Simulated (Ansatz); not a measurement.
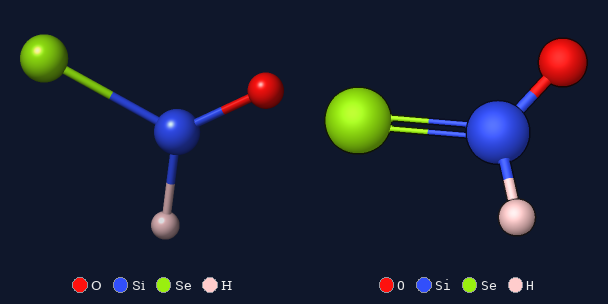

Both panels show the same species.

State: neutral, doublet.

Count the atoms of each element.

HOSeSi, 4 atoms: 1 hydrogen, 1 oxygen, 1 selenium and 1 silicon.

Name functional groups in it.

Among them: Si–H bond, Si–O bond.

What is its SMILES?

[O][SiH]=[Se]

How many bonds of each kind are drawn?

1 O–Si, 1 Se–Si, 1 Si–H.

How many sets of symmetry-equivalent atoms are there?

4: 1 O, 1 Si, 1 Se, 1 H.

The parts below concern this one geometry. Atoms keep their numbers from picture to picture. The computed structure is the end point of a PBE0-D4/def2-TZVP optimisation. No frequency run is at hand to confirm it as a minimum.

Geometry

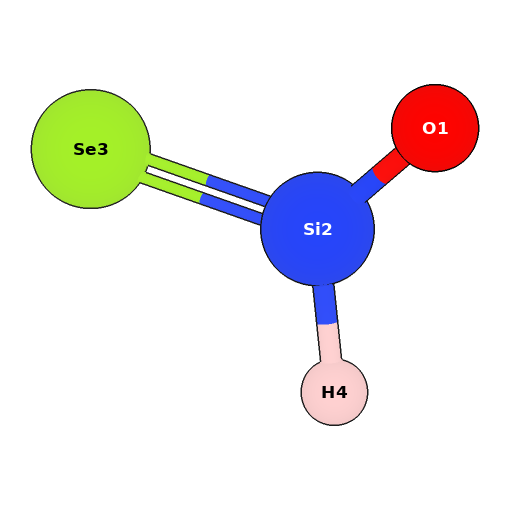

Numbered structure. No frequency run is at hand to confirm it as a minimum.

Which atoms are bonded, and how long are the bonds?

```csv
bond,length (Å),order
O1–Si2,1.518,single
Si2–Se3,2.217,double
Si2–H4,1.484,single
```

Electronic properties

No frequency run is at hand to confirm it as a minimum. Method: UKS PBE0-D4/def2-TZVPP (Ansatz 0.2.0).

Estimate the ⟨S²⟩ of the determinant.

0.755.

Give the HOMO energy (Kohn–Sham orbital) at this level.

−8.01 eV.

Dipole moment

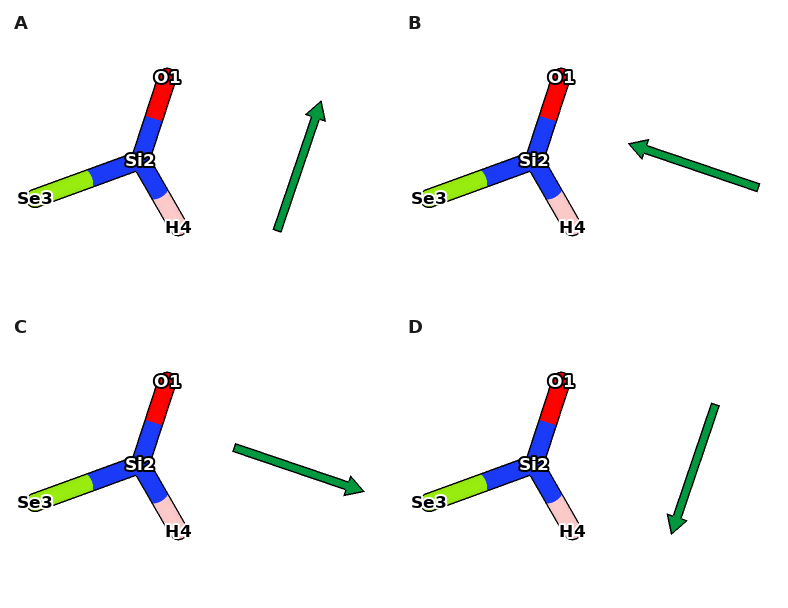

The same molecule four times, each with an arrow. No frequency run is at hand to confirm it as a minimum. Level of theory: UKS PBE0-D4/def2-TZVP (Ansatz 0.2.0).

Which arrow points along the dipole moment, from the negative to the positive end?

D. The dipole moment is 3.65 D; it points from the side of O1 to the side of Se3 (the outermost atoms at the two ends).

Charges

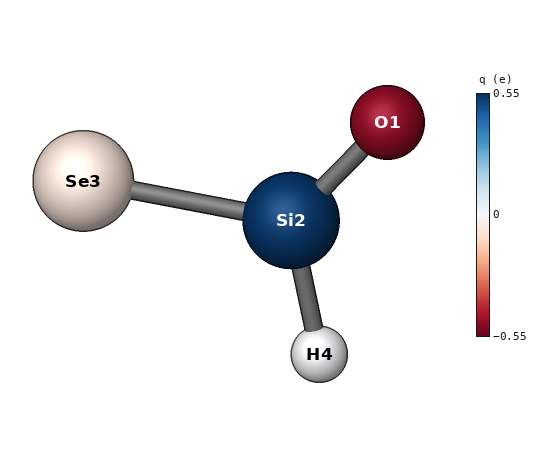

Atoms are coloured by their Mulliken charges. No frequency run is at hand to confirm it as a minimum. Properties computed with UKS PBE0-D4/def2-TZVP (Ansatz 0.2.0).

List the Mulliken charges.

```json
{"atom": "O1", "value (e)": "−0.48"}
{"atom": "Si2", "value (e)": "0.53"}
{"atom": "Se3", "value (e)": "−0.06"}
{"atom": "H4", "value (e)": "0.01"}
```

Mulliken values depend strongly on the basis set and can even reverse the polarity of a bond.
